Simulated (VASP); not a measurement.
Band structure of HfAs (relaxed from the CsCl type structure, space group Pm-3m). Computed with PBE GGA, VASP's PBE PAW potentials (set 64) (plane waves; VASP 6.6.1).

Unless said otherwise, spin-orbit coupling is left out, though it shifts the bands of the heavy elements here.

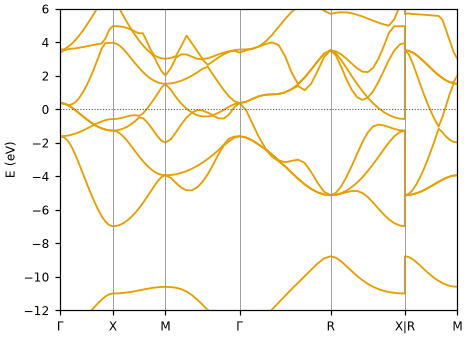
Figure. Bands along high-symmetry lines, zero at the valence-band maximum or, without a gap, the Fermi level

Q: Read the plot: is there a gap, and where are the band edges?

A: It has no gap at this level: it comes out as a metal or semimetal. (Edges off the drawn lines would not show.)

The structure was generated: HfAs was put into the CsCl type type (Pm-3m), which need not be its known phase. It was relaxed first, which changed the volume by -34 %. The electron count is odd and the run is not spin-polarised, which forces a metal.
